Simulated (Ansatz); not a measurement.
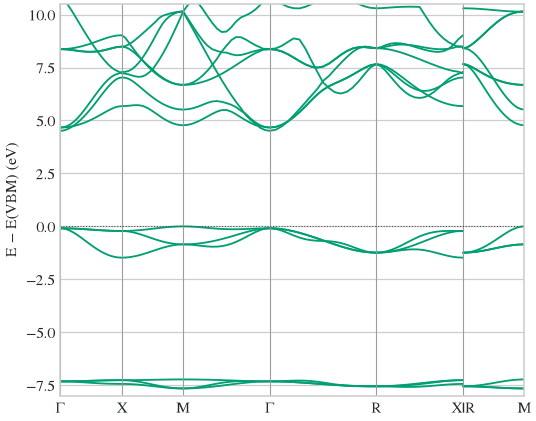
Figure: Band structure from r²SCAN (plane waves, PAW; program Ansatz)

Q: Read off the gap and where the band edges lie.

A: About 4.5 eV (4.51 eV by a search for the band edges); maximum at M, minimum at Γ.

The material is CsI (CsCl type, Pm-3m).

The r²SCAN relaxation kept the symmetry of its start. Scalar-relativistic: spin–orbit coupling is off unless named, which matters more the heavier the elements.

Potentials: the later of the program's two PAW sets.
